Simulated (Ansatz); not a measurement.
# Band gap of La2O3 (P-3m1) from density functionals to GW, part 2 of 2

Wanted: a ladder of band gaps for La2O3 (P-3m1), from density functionals to G0W0.

Ansatz 0.2.0; density functionals, hybrids and G0W0, plane waves, PAW. Known limits of the many-body steps: finite bands, screening cutoff and k mesh; no spin-orbit coupling in G0W0.

So far. Step 5 (r2SCAN on the 12×12×4 mesh): Over mesh and listed points the gap is 4.223 eV, from k = (0.500, 0.000, 0.500) to k = (0.333, 0.333, 0.000). The least direct gap found is 4.344 eV, at k = (0.333, 0.333, 0.000). r2SCAN against PBE: 4.223 − 3.841 = +0.382 eV. The runs also differ in plane-wave cutoff (420 eV and 500 eV), and the conduction bottom lies at another k point, so how much of this comes from the functional alone is not known.

In doubt: masses and optical values from hybrid runs of this build are listed as unsure (steps 10, 11), which bears on the screening that GW takes from such a start.

## 7. PBE0 on the 6×6×2 mesh

PBE0 mixes in a quarter of exact exchange at all distances.

This step: DFT, PBE0, plane waves, PAW.

The input, input.yaml:

```yaml
crystal:
  lattice:
    - [3.930777878, 0.0, 0.0]
    - [-1.965388939, 3.404153499, 0.0]
    - [0.0, 0.0, 6.11195352]
  atoms:
    - { symbol: La, position: [0.66666667, 0.33333333, 0.75376432] }
    - { symbol: La, position: [0.33333333, 0.66666667, 0.24623568] }
    - { symbol: O, position: [0.66666667, 0.33333333, 0.35410935] }
    - { symbol: O, position: [0.33333333, 0.66666667, 0.64589065] }
    - { symbol: O, position: [0.0, 0.0, 0.0] }
kpoints:
  mp_grid: { grid: [6, 6, 2] }
  band_path:
    path:
      - [0.0, 0.0, 0.0]
      - [0.5, 0.0, 0.0]
      - [0.3333333333, 0.3333333333, 0.0]
      - [0.0, 0.0, 0.5]
      - [0.5, 0.0, 0.5]
      - [0.3333333333, 0.3333333333, 0.5]
    npoints: 1
hamiltonian:
  xc: pbe0
scf:
  occupations: { method: fixed }
  n_extra_bands: 5
output:
  forces: true
  stress: true
  eigenvalues: true
```

Run with:

```sh
$ ansatz run input.yaml --threads 3 --pin off --max-ram 64512MiB --backend cuda --events-out ev --progress --plain --runs-dir out --devices 1 --max-vram 24GiB  # rebuilt from the run's record
```

Numbers of over 12 decimals in the logs are rounded to 6 here.

What it wrote:

```text
[...]
GPUs: using 1 of 1 available (devices: 1).
[...]
GPU FFT provider: cuFFT
GPU libraries: cuBLAS 13.8.2, cuFFT 12.4.0, cuSOLVER 12.3.4
Crystal: 5 atoms, lattice volume = 81.784 Å³
Basis set: ecut = 420 eV, 1641 PW (Γ), exchange–correlation on 54×54×90 points (8 copies of the dense FFT grid, shifted against one another)
[...]
--- Band table (eV; the first three rows and the last of 14) ---
  k-point 0: bands = [... 16 lower, 6.5597, 7.9832, 7.9832, 8.2781, 15.1764, 15.3750, 15.3750, 15.8533, ... 1 higher]
  k-point 1: bands = [... 16 lower, 7.3291, 7.5240, 8.0808, 8.0808, 15.7809, 15.7809, 16.0673, 16.1831, ... 1 higher]
  k-point 2: bands = [... 16 lower, 7.1757, 7.6025, 7.9661, 8.1772, 15.2003, 15.5943, 15.6961, 16.0918, ... 1 higher]
  k-point 13: bands = [... 16 lower, 7.7360, 8.0746, 8.0746, 8.1460, 15.0065, 15.7825, 16.4286, 16.4286, ... 1 higher]
[key lines of the parts left out:]
Free energy (F): -14218.675299 eV
Fermi energy:    8.383344 eV
P = ⅓ Tr σ = -0.4927 GPa (-4.927 kbar)
```

It took 28 s on 1 × NVIDIA H100 80GB HBM3 (shared by 3 runs) with 3 threads of AMD EPYC 7R13 (Zen 3), shared host; peak memory 2.1 GiB; 45 s of CPU time.

This step gave:

| Item | Value |
| --- | --- |
| gap | 6.029 eV |
| valence top at | L |
| conduction bottom at | K |
| least direct gap | 6.156 eV |
| exact-exchange fraction | 0.25 |

Over mesh and listed points the gap is 6.029 eV, from k = (0.500, 0.000, 0.500) to k = (0.333, 0.333, 0.000). The least direct gap found is 6.156 eV, at k = (0.333, 0.333, 0.000). PBE0 against HSE06: 6.029 − 5.286 = +0.743 eV, with the same mesh, files and cutoff, and both edges at the same k points. The program's warnings for this run: stress exchange threshold loose; stress scf threshold loose.

## 8. DDH-PBE0 on the 6×6×2 mesh

The input asks for a share of exact exchange of one over the crystal's ε∞, which the program works out first.

This step: DFT, dielectric-dependent PBE0 (fraction 1/eps_inf of PBE), plane waves, PAW.

input.yaml, as its differences from that of step 7:

```diff
@@ -11,2 +11,3 @@
     - { symbol: O, position: [0.0, 0.0, 0.0] }
+  host: atoms
 kpoints:
@@ -23,3 +24,6 @@
 hamiltonian:
-  xc: pbe0
+  xc:
+    exchange: pbe
+    correlation: pbe
+    exx: { coeff: inverse_dielectric }
 scf:
```

What it wrote:

```text
[...]
the fraction of exact exchange is that of a crystal of La2O3
GPUs: using 1 of 1 available (devices: 1).
[...]
a weight of exact exchange comes from the crystal, and the text's number only plans the run
Solving k-mesh 6×6×4 for the fraction of exact exchange
[...]
--- Band table (eV; the first three rows and the last of 14) ---
  k-point 0: bands = [... 16 lower, 6.8143, 8.2151, 8.2151, 8.5055, 15.0103, 15.2157, 15.2157, 15.7003, ... 1 higher]
  k-point 1: bands = [... 16 lower, 7.5650, 7.7649, 8.3126, 8.3126, 15.5888, 15.5888, 15.8308, 15.9685, ... 1 higher]
  k-point 2: bands = [... 16 lower, 7.4190, 7.8383, 8.1984, 8.4080, 15.0394, 15.4119, 15.5243, 15.9403, ... 1 higher]
  k-point 13: bands = [... 16 lower, 7.9771, 8.3081, 8.3081, 8.3762, 14.8493, 15.6058, 16.1595, 16.1595, ... 1 higher]
[key lines of the parts left out:]
Free energy (F): -14217.541691 eV
Fermi energy:    8.612293 eV
P = ⅓ Tr σ = -0.1184 GPa (-1.184 kbar)
```

It took 54 s on 1 × NVIDIA H100 80GB HBM3 (shared by 3 runs) with 3 threads; peak memory 2.3 GiB.

Numbers from this step:

```yaml
gap: 5.666 eV
valence_top_at: L
conduction_bottom_at: K
least_direct_gap: 5.791 eV
exact_exchange_fraction: 0.2086
```

Over mesh and listed points the gap is 5.666 eV, from k = (0.500, 0.000, 0.500) to k = (0.333, 0.333, 0.000). The least direct gap found is 5.791 eV, at k = (0.333, 0.333, 0.000). DDH-PBE0 against PBE0: 5.666 − 6.029 = −0.363 eV, with the same mesh, files and cutoff, and both edges at the same k points. The program's warnings for this run: stress exchange threshold loose; stress scf threshold loose.

## 9. G0W0@PBE, 6×6×2 mesh, 525 empty bands, screening to 200 eV

G0W0 replaces the xc potential by a self-energy built once from the orbitals of the start. Levels are corrected in the window of bands that the input names, at points of the mesh.

This step: G0W0 on PBE, plane waves, PAW.

The input, input.yaml:

```yaml
crystal:
  lattice:
    - [3.930777878, 0.0, 0.0]
    - [-1.965388939, 3.404153499, 0.0]
    - [0.0, 0.0, 6.11195352]
  atoms:
    - { symbol: La, position: [0.66666667, 0.33333333, 0.75376432] }
    - { symbol: La, position: [0.33333333, 0.66666667, 0.24623568] }
    - { symbol: O, position: [0.66666667, 0.33333333, 0.35410935] }
    - { symbol: O, position: [0.33333333, 0.66666667, 0.64589065] }
    - { symbol: O, position: [0.0, 0.0, 0.0] }
kpoints:
  mp_grid: { grid: [6, 6, 2] }
hamiltonian:
  xc: pbe
scf:
  occupations: { method: fixed }
gw:
  n_empty_bands: 525
  ecut_chi: 200.0
  qp_bands: [v2, c2]
  qp_kpoints: band_edges
  screening: { model: contour_deformation }
```

What it wrote:

```text
GPUs: using 1 of 1 available (devices: 1).
[...]
GPU FFT provider: cuFFT
GPU libraries: cuBLAS 13.8.2, cuFFT 12.4.0, cuSOLVER 12.3.4
Crystal: 5 atoms, lattice volume = 81.784 Å³
Basis set: ecut = 420 eV, 1641 PW (Γ)
Bands: 25, of which v1, the nominal top of the filled ones, is band 20 counted from 1 (19 counted from 0)
Symmetry: 12 space group operations
[...]
k-points: 14 of 72
[...]
12    22     14.4160   -14.6405    -7.4104   -24.6284  0.7557    17.1531    16.9935  root ?
    13    19      9.4324   -24.8869     4.1237   -20.0413  0.7365     8.7024     8.7104  root
    13    20      9.4852   -25.5211     4.0096   -20.8070  0.7475     8.7741     8.7809  root
    13    21     13.9477   -11.6842    -5.6312   -18.9873  0.7861    15.6613    15.6196  root
    13    22     14.5206   -13.6865    -7.0738   -23.0973  0.7608    16.9818    16.8576  root ?
[key lines of the parts left out:]
SCF converged after 7 iterations
Free energy (F): -14212.057189 eV
Fermi energy:    9.711240 eV
```

Wall time 30 s (1 × NVIDIA H100 80GB HBM3 (shared by 3 runs) with 3 threads); peak memory 1.9 GiB; 41 s of CPU time.

This step gave:

| Item | Value |
| --- | --- |
| bands summed | 545 |
| RPA ε∞ on this mesh (eigenvalues) | 4.527, 4.604, 4.604 |
| plane waves in the screening matrix | 537 |
| G0W0 gap over the corrected points | 5.477 eV |
| k of the valence top | 0, -0.5, -0.5 |
| k of the conduction bottom | 0.3333, 0.3333, 0 |
| starting gap on the mesh | 3.843 eV |
| Z at the valence top | 0.7384 |
| Z at the conduction bottom | 0.8056 |
| least direct G0W0 gap over the corrected points | 5.599 eV |

Over all 14 irreducible mesh points the G0W0 gap is 5.477 eV, from k = (0.000, -0.500, -0.500) to k = (0.333, 0.333, 0.000). The PBE gap of this run on the mesh is 3.843 eV. Other states bound it: the two that bound the G0W0 gap lie 3.858 eV apart in PBE, so state for state the correction is 5.477 − 3.858 = +1.619 eV, while gap against gap it is 5.477 − 3.843 = +1.634 eV. The program marks 18 of the 56 corrected levels as in doubt (energies apart), neither edge state among them.

## 10. G0W0@HSE06, 6×6×2 mesh, 525 empty bands, screening to 200 eV

This step: G0W0 on HSE06, plane waves, PAW.

input.yaml, as its differences from that of step 9:

```diff
@@ -14,3 +14,3 @@
 hamiltonian:
-  xc: pbe
+  xc: hse06
 scf:
```

What it wrote:

```text
GPUs: using 1 of 1 available (devices: 1).
[...]
GPU FFT provider: cuFFT
GPU libraries: cuBLAS 13.8.2, cuFFT 12.4.0, cuSOLVER 12.3.4
Crystal: 5 atoms, lattice volume = 81.784 Å³
Basis set: ecut = 420 eV, 1641 PW (Γ)
Bands: 25, of which v1, the nominal top of the filled ones, is band 20 counted from 1 (19 counted from 0)
Symmetry: 12 space group operations
[...]
k-points: 14 of 72
[...]
1    21     15.4017    -9.3886    -4.9611   -15.1924  0.8306    16.2504    16.2444  root
     1    22     15.4017    -9.3886    -4.9611   -15.1924  0.8306    16.2504    16.2444  root
[...]
13    19      8.4636   -24.9351     3.7275   -21.0647  0.7756     8.3206     8.3208  root
    13    20      8.5341   -25.6407     3.6602   -21.8605  0.7840     8.4140     8.4141  root
    13    21     14.6472    -8.7344    -4.2131   -13.5129  0.8379    15.2148    15.2126  root
    13    22     15.4087    -8.4624    -4.7992   -13.9077  0.8339    16.0582    16.0548  root
[key lines of the parts left out:]
Free energy (F): -14220.589434 eV
Fermi energy:    8.770665 eV
```

It took 52 s on 1 × NVIDIA H100 80GB HBM3 (shared by 3 runs) with 3 threads; peak memory 2.3 GiB; 66 s of CPU time.

This step gave:

| Property | Result |
| --- | --- |
| bands summed | 545 |
| RPA ε∞ on this mesh (eigenvalues) | 3.637, 3.703, 3.703 |
| plane waves in the screening matrix | 537 |
| G0W0 gap over the corrected points | 5.767 eV |
| k of the valence top | 0, -0.5, -0.5 |
| k of the conduction bottom | 0.3333, 0.3333, 0 |
| starting gap on the mesh | 5.287 eV |
| Z at the valence top | 0.7769 |
| Z at the conduction bottom | 0.8441 |
| least direct G0W0 gap over the corrected points | 5.900 eV |

Over all 14 irreducible mesh points the G0W0 gap is 5.767 eV, from k = (0.000, -0.500, -0.500) to k = (0.333, 0.333, 0.000). The HSE06 gap of this run on the mesh is 5.287 eV. The two states that bound the G0W0 gap lie that far apart at the start, so the correction of the gap is 5.767 − 5.287 = +0.480 eV. G0W0@HSE06 against G0W0@PBE with 545 bands: 5.767 − 5.477 = +0.290 eV, with the same mesh, files and cutoffs, and both edges at the same k points.

## 11. G0W0@PBE0, 6×6×2 mesh, 525 empty bands, screening to 200 eV

This step: G0W0 on PBE0, plane waves, PAW.

input.yaml, as its differences from that of step 10:

```diff
@@ -14,3 +14,3 @@
 hamiltonian:
-  xc: hse06
+  xc: pbe0
 scf:
```

What it wrote:

```text
GPUs: using 1 of 1 available (devices: 1).
[...]
GPU FFT provider: cuFFT
GPU libraries: cuBLAS 13.8.2, cuFFT 12.4.0, cuSOLVER 12.3.4
Crystal: 5 atoms, lattice volume = 81.784 Å³
Basis set: ecut = 420 eV, 1641 PW (Γ)
Bands: 25, of which v1, the nominal top of the filled ones, is band 20 counted from 1 (19 counted from 0)
Symmetry: 12 space group operations
[...]
k-points: 14 of 72
[...]
1    21     15.7809    -9.3171    -4.8065   -14.6978  0.8403    16.3575    16.3551  root
     1    22     15.7809    -9.3171    -4.8065   -14.6978  0.8403    16.3575    16.3551  root
[...]
13    19      8.0746   -24.9452     3.5895   -21.4699  0.7875     8.1886     8.1888  root
    13    20      8.1462   -25.6515     3.5326   -22.2640  0.7949     8.2912     8.2914  root
    13    21     15.0066    -8.6816    -4.0912   -13.0729  0.8469    15.3072    15.3067  root
    13    22     15.7825    -8.3898    -4.6533   -13.4218  0.8435    16.1622    16.1612  root
[key lines of the parts left out:]
Free energy (F): -14218.675380 eV
Fermi energy:    8.383352 eV
```

Run time: 61 s. Hardware: 1 × NVIDIA H100 80GB HBM3 (shared by 3 runs) with 3 threads; peak memory 2.3 GiB; 82 s of CPU time.

This step gave:

```yaml
bands_summed: 545
rpa_eps_infinity_on_this_mesh_eigenvalues: 3.451, 3.518, 3.518
plane_waves_in_the_screening_matrix: 537
g0w0_gap_over_the_corrected_points: 5.987 eV
k_of_the_valence_top: 0, -0.5, -0.5
k_of_the_conduction_bottom: 0.3333, 0.3333, 0
starting_gap_on_the_mesh: 6.029 eV
z_at_the_valence_top: 0.7885
z_at_the_conduction_bottom: 0.8526
least_direct_g0w0_gap_over_the_corrected_points: 6.115 eV
```

Over all 14 irreducible mesh points the G0W0 gap is 5.987 eV, from k = (0.000, -0.500, -0.500) to k = (0.333, 0.333, 0.000). The PBE0 gap of this run on the mesh is 6.029 eV. The two states that bound the G0W0 gap lie that far apart at the start, so the correction of the gap is 5.987 − 6.029 = −0.042 eV. G0W0@PBE0 against G0W0@HSE06 with 545 bands: 5.987 − 5.767 = +0.220 eV, with the same mesh, files and cutoffs, and both edges at the same k points.

## 12. The ladder

Each gap is the least one over the points named; times are wall times on shared hosts, not benchmarks. A G0W0 time includes the run's own self-consistent start. Runs with listed points see these and the mesh alone, so an edge that moves elsewhere is missed. Rows marked * are further runs, not shown as steps, whose inputs differ from the G0W0 step on the same start in the columns given; solver thresholds can differ too. Symmetry makes (0.500, 0.000, 0.500) and (0.000, -0.500, -0.500) one point.

```csv
level,mesh,"files, cutoff","bands summed, screening",points,gap (eV),valence top,conduction bottom,least direct gap (eV),time
LDA,12×12×4,"soft_2 PAW, 420 eV",-,mesh and listed points,3.731,"(0.250, 0.250, -0.500)","(0.333, 0.333, 0.000)",3.824,3.5 s
PBE,12×12×4,"soft_2 PAW, 420 eV",-,mesh and path,3.841,"(0.500, 0.000, 0.500)","(0.500, 0.000, 0.000)",3.966,11 s
PBE+SOC,12×12×4,"soft_2 PAW, 420 eV",-,mesh and listed points,3.828,"(0.500, 0.000, 0.500)","(0.500, 0.000, 0.000)",3.955,6.6 s
r2SCAN,12×12×4,"soft_2 PAW, 500 eV",-,mesh and listed points,4.223,"(0.500, 0.000, 0.500)","(0.333, 0.333, 0.000)",4.344,4 s
HSE06,6×6×2,"soft_2 PAW, 420 eV",-,mesh and listed points,5.286,"(0.500, 0.000, 0.500)","(0.333, 0.333, 0.000)",5.414,51 s
PBE0,6×6×2,"soft_2 PAW, 420 eV",-,mesh and listed points,6.029,"(0.500, 0.000, 0.500)","(0.333, 0.333, 0.000)",6.156,28 s
DDH-PBE0,6×6×2,"soft_2 PAW, 420 eV",-,mesh and listed points,5.666,"(0.500, 0.000, 0.500)","(0.333, 0.333, 0.000)",5.791,54 s
G0W0@PBE*,6×6×2,"soft_2 PAW, 420 eV","205, 100 eV",all 14 irreducible mesh points,5.346,"(0.000, -0.500, -0.500)","(0.333, 0.333, 0.000)",5.447,9.7 s
G0W0@PBE,6×6×2,"soft_2 PAW, 420 eV","545, 200 eV",all 14 irreducible mesh points,5.477,"(0.000, -0.500, -0.500)","(0.333, 0.333, 0.000)",5.599,30 s
G0W0@HSE06,6×6×2,"soft_2 PAW, 420 eV","545, 200 eV",all 14 irreducible mesh points,5.767,"(0.000, -0.500, -0.500)","(0.333, 0.333, 0.000)",5.900,52 s
G0W0@PBE0,6×6×2,"soft_2 PAW, 420 eV","545, 200 eV",all 14 irreducible mesh points,5.987,"(0.000, -0.500, -0.500)","(0.333, 0.333, 0.000)",6.115,61 s
```

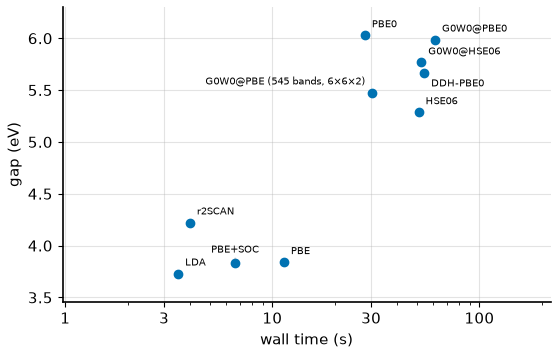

Gap against wall time for the runs shown as steps.

## 13. What came out

```yaml
lda_over_mesh_and_listed_points: 3.731 eV
pbe_over_mesh_and_path: 3.841 eV
pbe_soc_over_mesh_and_listed_points: 3.828 eV
r2scan_over_mesh_and_listed_points: 4.223 eV
hse06_over_mesh_and_listed_points: 5.286 eV
pbe0_over_mesh_and_listed_points: 6.029 eV
ddh_pbe0_over_mesh_and_listed_points: 5.666 eV
g0w0_pbe_545_bands_6x6x2_over_all_14_irreducible_mesh_points: 5.477 eV
g0w0_hse06_over_all_14_irreducible_mesh_points: 5.767 eV
g0w0_pbe0_over_all_14_irreducible_mesh_points: 5.987 eV
known_limits: finite bands, screening cutoff and k mesh; no spin-orbit coupling in G0W0
```

What this shows: The rows run from 3.731 eV (LDA) to 6.029 eV (PBE0). They differ in mesh, plane-wave cutoff, bands and screening cutoff of G0W0 and the points over which the gap was sought as well as in level, so only pairs that share these are like for like. PBE+SOC against PBE: 3.828 − 3.841 = −0.013 eV, with the same mesh, set of files (read in its fully relativistic form for the spin-orbit run) and cutoff, and both edges at the same k points. The spin-orbit run sees mesh and listed points alone, so its gap is an upper bound: the coupling can move an edge off these points, and the change over the zone, its sign included where it is small, is not known. PBE0 against HSE06: 6.029 − 5.286 = +0.743 eV, with the same mesh, files and cutoff, and both edges at the same k points. DDH-PBE0 against PBE0: 5.666 − 6.029 = −0.363 eV, with the same mesh, files and cutoff, and both edges at the same k points. G0W0@HSE06 against G0W0@PBE with 545 bands: 5.767 − 5.477 = +0.290 eV, with the same mesh, files and cutoffs, and both edges at the same k points. G0W0@PBE0 against G0W0@HSE06 with 545 bands: 5.987 − 5.767 = +0.220 eV, with the same mesh, files and cutoffs, and both edges at the same k points. The dielectric-dependent hybrid took 0.209 of exact exchange, against 0.25 in PBE0. G0W0@PBE (545 bands, 6×6×2) moves the gap of its own start on the mesh by 5.477 − 3.843 = +1.634 eV, with other states at the edges (they lie 3.858 eV apart at the start). Both edges that PBE shows over mesh and path lie at k points where levels were corrected. G0W0 has the conduction bottom at another k point than that. Levels at other points were not corrected, so a lower G0W0 gap elsewhere in the zone is not ruled out. G0W0@HSE06 moves the gap of its own start on the mesh by 5.767 − 5.287 = +0.480 eV, between the same two levels. Both edges that HSE06 shows over mesh and listed points lie at k points where levels were corrected. Levels at other points were not corrected, so a lower G0W0 gap elsewhere in the zone is not ruled out. G0W0@PBE0 moves the gap of its own start on the mesh by 5.987 − 6.029 = −0.042 eV, between the same two levels. Both edges that PBE0 shows over mesh and listed points lie at k points where levels were corrected. Levels at other points were not corrected, so a lower G0W0 gap elsewhere in the zone is not ruled out. What spin-orbit coupling does to the G0W0 levels was not computed, so no sum with the G0W0 gap is formed. For G0W0@PBE: from 205 bands and 100 eV to 545 bands and 200 eV the gap moves by 5.477 − 5.346 = +0.131 eV; bands and screening cutoff rise together, so their parts are not told apart. Two runs can't test a law of convergence, so the limit is not known. The other G0W0 rows are shown at one basis each (545 bands), so their distance from the limit is not known here. For G0W0@PBE (545 bands, 6×6×2): the program marks 18 of the 56 corrected levels as in doubt (energies apart), neither edge state among them. The G0W0 runs are scalar-relativistic. The cell holds La; where the f levels lie against the gap was not analysed here. No pair of G0W0 runs that differ in the mesh alone is shown (6×6×2 is a supercell whose nearest images lie 12 Å apart), so the error from the mesh is not known here. G0W0 is shown with one set of atomic data (soft_2 PAW), so the error from the files is not known here.

[Paths, hosts, dates, memory and timing lines, banners, echoed tables and standing remarks are left out of the program output.]

[Logs are printed without paths, hosts, clocks, repeated set-up lines and the standing remarks that a program may print on its own settings, such as how far it seeks lower states.]

[Runs of the session that timed out or met a known fault of the program may be left out.]

[Cells called generated may have been cut or substituted from an entry of the Crystallography Open Database or the Materials Project.]

[Hosts, paths, dates, database ids (printed as entryN), source tags and the programs' standing remarks are cut or masked in the printed files.]

[Where an RPA ε∞ is given, it is that of the G0W0 mesh and is not shown converged in it. Names of k-points follow the symmetry that the program found, which can be lower than the space group named. Band edges on a path are those of the sampled points; other points can move an edge, and change direct to indirect where valleys lie close.]

[Hybrid gaps are those of their k-mesh and are not shown converged in it.]
